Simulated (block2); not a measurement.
**NOF (nitrosyl fluoride) at DMRG/STO-6G**

What is the vertical ionisation energy of NOF (nitrosyl fluoride) at DMRG/STO-6G? 

The results are computed with block2 0.5.4.

3 further runs of the same task are left out: 1 that didn't finish, 2 set aside as unsound or not needed. Runs told in other sessions of the task aren't counted.

### Step 1. The molecule

NOF: 3 atoms, total charge 0, spin state singlet. As SMILES, `O=NF`. Geometry: relaxed at PBE0-D4/def2-TZVP.

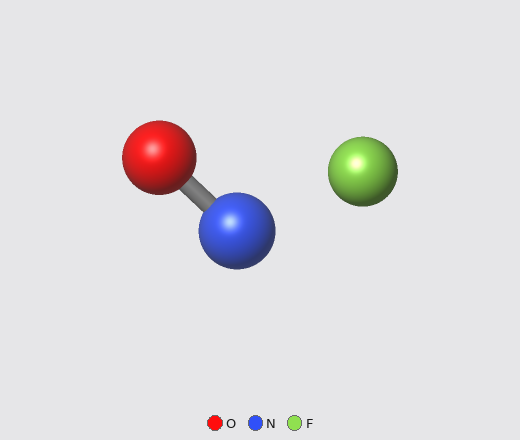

The structure, seen from a chosen angle (oxygen red, nitrogen blue, fluorine green).

### Step 2. The energy at DMRG/STO-6G

The input, integrals.py:

```python
from pyscf import ao2mo, cc, dft, gto, mcscf, mp, scf
from pyscf.tools import fcidump

geom = [
    ("O", (0.868350, 0.242970, 0.504740)),
    ("N", (0.148930, -0.482540, 0.029910)),
    ("F", (-1.017290, 0.239580, -0.534650)),
]
mol = gto.M(
    atom=geom,
    basis="sto-6g",
    charge=0,
    spin=0,
    verbose=3,
)
print("nao                           : %d" % (mol.nao))
mf = scf.RHF(mol)
mf.conv_tol = 1e-10
mf.max_cycle = 200
mf.kernel()
if not mf.converged:
    mf = mf.newton().run(mf.mo_coeff, mf.mo_occ)
print("E(HF)                         : %.10f" % (mf.e_tot))
# MP2, CCSD and CCSD(T) with the same frozen core
ref = mf
pt = mp.MP2(ref, frozen=3).run()
mycc = cc.CCSD(ref, frozen=3)
mycc.max_cycle = 150
mycc.kernel()
print("MP2 total energy              : %.10f" % (pt.e_tot))
if mycc.converged:
    print("CCSD total energy             : %.10f" % (mycc.e_tot))
    print("E(CCSD(T))                    : %.10f" % (mycc.e_tot + mycc.ccsd_t()))
    print(f"T1                            : {mycc.get_t1_diagnostic():.4f}")
# a few density functionals on the same geometry and basis
ks = dft.RKS(mol, xc="m062x").set(conv_tol=1e-9, verbose=3).run()
if ks.converged:
    print("E(M06-2X)                     : %.8f" % (ks.e_tot))
ks = dft.RKS(mol, xc="lda,vwn5").set(conv_tol=1e-9, verbose=3).run()
if ks.converged:
    print("E(SVWN5)                      : %.8f" % (ks.e_tot))
ks = dft.RKS(mol, xc="pbe0").set(conv_tol=1e-9, verbose=3).run()
if ks.converged:
    print(f"E(PBE0)                       : {ks.e_tot:.8f}")
ks = dft.RKS(mol, xc="camb3lyp").set(conv_tol=1e-9, verbose=3).run()
if ks.converged:
    print("E(CAM-B3LYP)                  : %.8f" % (ks.e_tot))
# natural orbitals of MP2 give a compact matrix product state
occ_no, mo = mcscf.addons.make_natural_orbitals(mp.MP2(mf, frozen=3).run())
mf.mo_coeff = mo
# write the integrals of the correlated orbitals
cas = mcscf.CASCI(mf, 12, 18)
h1, ecore = cas.get_h1eff()
fcidump.from_integrals("FCIDUMP", h1, cas.get_h2eff(), 12, 18, nuc=ecore, ms=0)
# exact diagonalisation in the same space
ci = mcscf.CASCI(mf, 12, (9, 9))
ci.fix_spin_(ss=0)
ci.fcisolver.conv_tol = 1e-10
ci.fcisolver.max_cycle = 200
ci.kernel()
print("FCI energy                    : %.10f" % (ci.e_tot))
```

The input, block.conf:

```
sym c1
orbitals FCIDUMP
nelec 18
spin 0
irrep 1
occ 2 2 2 2 2 2 2 2 2 0 0 0
cbias 0.2
schedule
0 50 1E-08 1E-04
3 75 1E-08 1E-04
7 100 1E-08 1E-05
10 100 1E-09 0.0
end
maxiter 16
sweep_tol 1E-06
noreorder
mem 1g
num_thrds 1
prefix ./tmp
outputlevel 2
onepdm
```

Run with:

```
$ python integrals.py && block2main block.conf
```

Standard output:

```text
$ python integrals.py
nao                           : 15
converged SCF energy = -227.655188820313
E(HF)                         : -227.6551888203
E(RMP2) = -227.802867283819  E_corr = -0.147678463506147
E(SCS-RMP2) = -227.807078760681  E_corr = -0.15188994036848
E(CCSD) = -227.8295903959939  E_corr = -0.1744015756810494
MP2 total energy              : -227.8028672838
CCSD total energy             : -227.8295903960
CCSD(T) correction = -0.00762423695126137
E(CCSD(T))                    : -227.8372146329
T1                            : 0.0209
converged SCF energy = -228.589300548931
E(M06-2X)                     : -228.58930055
converged SCF energy = -227.035914144561
E(SVWN5)                      : -227.03591414
converged SCF energy = -228.462858407777
E(PBE0)                       : -228.46285841
converged SCF energy = -228.566354380247
E(CAM-B3LYP)                  : -228.56635438
E(RMP2) = -227.802867283819  E_corr = -0.147678463506147
E(SCS-RMP2) = -227.807078760681  E_corr = -0.15188994036848
CASCI E = -227.841061727293  E(CI) = -85.5179912259043  S^2 = 0.0000000
FCI energy                    : -227.8410617273

$ block2main block.conf

[... 63 lines left out ...]
 --> Site =    0-   1 .. Mmps =    3 Ndav =  16 E =   -223.1601715501 Error = 0.00e+00 FLOPS = 6.05e+07 Tdav = 0.00 T = 0.00
[... 27 lines left out ...]
 <-- Site =    2-   3 .. Mmps =   50 Ndav =   1 E =   -227.8392667346 Error = 2.48e-09 FLOPS = 8.41e+08 Tdav = 0.00 T = 0.01
[... 36 lines left out ...]
 <-- Site =    5-   6 .. Mmps =   75 Ndav =   7 E =   -227.8408637738 Error = 2.20e-06 FLOPS = 2.79e+09 Tdav = 0.06 T = 0.11
[... 36 lines left out ...]
 <-- Site =    8-   9 .. Mmps =   35 Ndav =   1 E =   -227.8409484725 Error = 0.00e+00 FLOPS = 1.55e+09 Tdav = 0.00 T = 0.01
[... 27 lines left out ...]
 --> Site =   10-  11 .. Mmps =   12 Ndav =   1 E =   -227.8409850456 Error = 1.22e-16 FLOPS = 4.61e+08 Tdav = 0.00 T = 0.01
[... 36 lines left out ...]
 --> Site =    7-   8 .. Mmps =  100 Ndav =   3 E =   -227.8410520914 Error = 4.32e-08 FLOPS = 2.53e+09 Tdav = 0.02 T = 0.06
[... 36 lines left out ...]
 --> Site =    4-   5 .. Mmps =  100 Ndav =   4 E =   -227.8410489289 Error = 1.29e-10 FLOPS = 3.06e+09 Tdav = 0.05 T = 0.08
[... 53 lines left out ...]
 <-- Site =    5-   6 .. Nterms =           13 Error =  0.000000000000/ 0.000000000000 FLOPS = 2.76e+09 Tmult = 0.00 T = 0.01
 <-- Site =    4-   5 .. Nterms =           15 Error =  0.000000000000/ 0.000000000000 FLOPS = 2.28e+09 Tmult = 0.00 T = 0.01
 <-- Site =    3-   4 .. Nterms =           17 Error =  0.000000000000/ 0.000000000000 FLOPS = 1.87e+09 Tmult = 0.00 T = 0.01
 <-- Site =    2-   3 .. Nterms =           19 Error =  0.000000000000/ 0.000000000000 FLOPS = 9.92e+08 Tmult = 0.00 T = 0.01
 <-- Site =    1-   2 .. Nterms =           21 Error =  0.000000000000/ 0.000000000000 FLOPS = 9.14e+08 Tmult = 0.00 T = 0.01
 <-- Site =    0-   1 .. Nterms =           23 Error =  0.000000000000/ 0.000000000000 FLOPS = 4.61e+08 Tmult = 0.00 T = 0.01
[... 7 lines left out ...]
NPDM Sorting | Nsites =    12 | Nmaxops =  2 | DotSite = 2 | SymbolFree = T | Compressed = T | LowMem = F | Mem = 1.12 KB
 Site =     0 ..  T = 0.000
 Site =     1 ..  T = 0.000
 Site =     2 ..  T = 0.000
 Site =     3 ..  T = 0.000
 Site =     4 ..  T = 0.000
 Site =     5 ..  T = 0.000
 Site =     6 ..  T = 0.000
 Site =     7 ..  T = 0.000
 Site =     8 ..  T = 0.000
 Site =     9 ..  T = 0.000
 Site =    10 ..  T = 0.000
Ttotal =      0.001

DMRG OCC =   1.999 1.999 1.998 1.991 1.958 1.970 1.974 1.899 1.918 0.133 0.133 0.027
```

It took 13 s on 1 thread of Arm Neoverse V1, shared host; peak memory 0.18 GiB.

### Step 3. The doublet cation: the energy at DMRG/STO-6G

The input, integrals.py:

```python
from pyscf import ao2mo, cc, dft, gto, mcscf, mp, scf
from pyscf.tools import fcidump

mol = gto.M(atom="""
O      0.868350     0.242970     0.504740
N      0.148930    -0.482540     0.029910
F     -1.017290     0.239580    -0.534650
""", basis="sto-6g", charge=1, spin=1, verbose=4)
print("basis functions = %d" % (mol.nao))
mf = scf.ROHF(mol)
mf.conv_tol = 1e-10
mf.max_cycle = 200
mf.kernel()
if not mf.converged:
    mf = mf.newton().run(mf.mo_coeff, mf.mo_occ)
print("E(HF) = %.10f" % (mf.e_tot))
ref = scf.UHF(mol).run(mf.make_rdm1(), conv_tol=1e-10)
pt = mp.MP2(ref, frozen=3).run()
mycc = cc.CCSD(ref, frozen=3)
mycc.max_cycle = 150
mycc.kernel()
print(f"MP2 total energy = {pt.e_tot:.10f}")
if mycc.converged:
    print(f"CCSD total energy = {mycc.e_tot:.10f}")
    print("CCSD(T) total energy = %.10f" % (mycc.e_tot + mycc.ccsd_t()))
ks = dft.UKS(mol, xc="m062x").set(conv_tol=1e-9, verbose=3).run(mf.make_rdm1())
if ks.converged:
    print("E(M06-2X) = %.8f" % (ks.e_tot))
ks = dft.UKS(mol, xc="lda,vwn5").set(conv_tol=1e-9, verbose=3).run(mf.make_rdm1())
if ks.converged:
    print(f"E(SVWN5) = {ks.e_tot:.8f}")
ks = dft.UKS(mol, xc="pbe0").set(conv_tol=1e-9, verbose=3).run(mf.make_rdm1())
if ks.converged:
    print(f"E(PBE0) = {ks.e_tot:.8f}")
ks = dft.UKS(mol, xc="camb3lyp").set(conv_tol=1e-9, verbose=3).run(mf.make_rdm1())
if ks.converged:
    print("E(CAM-B3LYP) = %.8f" % (ks.e_tot))
occ_no, mo = mcscf.addons.make_natural_orbitals(mp.MP2(mf.to_uhf(), frozen=3).run())
mf.mo_coeff = mo
cas = mcscf.CASCI(mf, 12, 17)
h1, ecore = cas.get_h1eff()
fcidump.from_integrals("FCIDUMP", h1, cas.get_h2eff(), 12, 17, nuc=ecore, ms=1)
ci = mcscf.CASCI(mf, 12, (9, 8))
ci.fix_spin_(ss=0.75)
ci.fcisolver.conv_tol = 1e-10
ci.fcisolver.max_cycle = 200
ci.kernel()
print("FCI energy = %.10f" % (ci.e_tot))
```

The input, block.conf:

```
sym c1
orbitals FCIDUMP
nelec 17
spin 1
irrep 1
occ 2 2 2 2 2 2 2 2 1 0 0 0
cbias 0.2
schedule
0 25 1E-07 1E-04
2 50 1E-07 1E-04
6 100 1E-07 1E-05
10 100 1E-08 0.0
end
maxiter 16
sweep_tol 1E-06
noreorder
mem 1g
num_thrds 1
prefix ./tmp
outputlevel 2
onepdm
```

Run with:

```
$ python integrals.py && block2main block.conf
```

Standard output:

```text
$ python integrals.py

[INPUT] verbose = 4
[INPUT] num. atoms = 3
[INPUT] num. electrons = 23
[INPUT] charge = 1
[INPUT] spin (= nelec alpha-beta = 2S) = 1
[INPUT] symmetry False subgroup None
[INPUT] Mole.unit = angstrom
[INPUT] Symbol           X                Y                Z      unit          X                Y                Z       unit  Magmom
[INPUT]  1 O      0.868350000000   0.242970000000   0.504740000000 AA    1.640943680266   0.459146756486   0.953820364113 Bohr   0.0
[INPUT]  2 N      0.148930000000  -0.482540000000   0.029910000000 AA    0.281436911731  -0.911868444148   0.056521708386 Bohr   0.0
[INPUT]  3 F     -1.017290000000   0.239580000000  -0.534650000000 AA   -1.922399489259   0.452740584923  -1.010342072499 Bohr   0.0

nuclear repulsion = 66.4729217263816
number of shells = 9
number of NR pGTOs = 90
number of NR cGTOs = 15
basis = sto-6g
ecp = {}
CPU time:         0.53
basis functions = 15

******** <class 'pyscf.scf.rohf.ROHF'> ********
method = ROHF
initial guess = minao
damping factor = 0
level_shift factor = 0
DIIS = <class 'pyscf.scf.diis.CDIIS'>
diis_start_cycle = 1
diis_space = 8
diis_damp = 0
SCF conv_tol = 1e-10
SCF conv_tol_grad = None
SCF max_cycles = 200
direct_scf = True
direct_scf_tol = 1e-13
chkfile to save SCF result = tmptzwve6di
max_memory 1800 MB (current use 105 MB)
num. doubly occ = 11  num. singly occ = 1
[... 359 lines left out ...]
 --> Site =    1-   2 .. Mmps =   10 Ndav =  13 E =   -223.3334694638 Error = 0.00e+00 FLOPS = 6.73e+08 Tdav = 0.00 T = 0.01
[... 39 lines left out ...]
 --> Site =    1-   2 .. Mmps =    9 Ndav =   1 E =   -227.4793290739 Error = 0.00e+00 FLOPS = 3.21e+08 Tdav = 0.00 T = 0.00
[... 39 lines left out ...]
 --> Site =    1-   2 .. Mmps =   10 Ndav =   1 E =   -227.5087632313 Error = 0.00e+00 FLOPS = 6.15e+08 Tdav = 0.00 T = 0.01
[... 39 lines left out ...]
 --> Site =    1-   2 .. Mmps =   10 Ndav =   1 E =   -227.5099624878 Error = 0.00e+00 FLOPS = 5.92e+08 Tdav = 0.00 T = 0.01
[... 39 lines left out ...]
 --> Site =    1-   2 .. Mmps =   10 Ndav =   1 E =   -227.5167318303 Error = 0.00e+00 FLOPS = 1.20e+09 Tdav = 0.00 T = 0.01
[... 39 lines left out ...]
 --> Site =    1-   2 .. Mmps =   10 Ndav =   2 E =   -227.5169096296 Error = 0.00e+00 FLOPS = 1.33e+09 Tdav = 0.00 T = 0.01
[... 39 lines left out ...]
 --> Site =    1-   2 .. Mmps =   10 Ndav =   1 E =   -227.5169192505 Error = 0.00e+00 FLOPS = 7.81e+08 Tdav = 0.00 T = 0.01
[... 56 lines left out ...]
 <-- Site =    5-   6 .. Nterms =           13 Error =  0.000008275812/ 0.000000000000 FLOPS = 3.14e+09 Tmult = 0.00 T = 0.01
 <-- Site =    4-   5 .. Nterms =           15 Error =  0.000000022234/ 0.000000000000 FLOPS = 2.53e+09 Tmult = 0.00 T = 0.01
 <-- Site =    3-   4 .. Nterms =           17 Error =  0.000000000000/ 0.000000000000 FLOPS = 1.96e+09 Tmult = 0.00 T = 0.01
 <-- Site =    2-   3 .. Nterms =           19 Error =  0.000000000000/ 0.000000000000 FLOPS = 1.35e+09 Tmult = 0.00 T = 0.01
 <-- Site =    1-   2 .. Nterms =           21 Error =  0.000000000000/ 0.000000000000 FLOPS = 1.08e+09 Tmult = 0.00 T = 0.01
 <-- Site =    0-   1 .. Nterms =           23 Error =  0.000000000000/ 0.000000000000 FLOPS = 9.16e+08 Tmult = 0.00 T = 0.01
[... 7 lines left out ...]
NPDM Sorting | Nsites =    12 | Nmaxops =  2 | DotSite = 2 | SymbolFree = T | Compressed = T | LowMem = F | Mem = 1.12 KB
 Site =     0 ..  T = 0.000
 Site =     1 ..  T = 0.000
 Site =     2 ..  T = 0.000
 Site =     3 ..  T = 0.000
 Site =     4 ..  T = 0.000
 Site =     5 ..  T = 0.000
 Site =     6 ..  T = 0.000
 Site =     7 ..  T = 0.000
 Site =     8 ..  T = 0.000
 Site =     9 ..  T = 0.000
 Site =    10 ..  T = 0.000
Ttotal =      0.001

DMRG OCC =   1.898 1.993 1.993 1.970 1.977 1.951 1.916 1.909 1.101 0.127 0.134 0.028
```

It took 29 s on 1 thread of Arm Neoverse V1, shared host; peak memory 0.19 GiB.

### Step 4. Outcome

At DMRG/STO-6G, 3 core orbitals frozen:

| quantity | value |
| --- | --- |
| run 1, DMRG/STO-6G: total energy | -227.84106 Eh |
| run 1, DMRG/STO-6G: T1 diagnostic of the CCSD step | 0.021 |
| doublet cation: total energy | -227.51740 Eh |
| vertical ionisation energy (to the doublet cation) | 8.807 eV |

**Reading.** Removing an electron at fixed nuclei costs 8.81 eV (203 kcal/mol). In a minimal basis such a difference can be off by several eV, whatever the method. The T1 diagnostic (run 1, DMRG/STO-6G) of 0.021 is above the customary mark for such species, so a single reference may not serve.
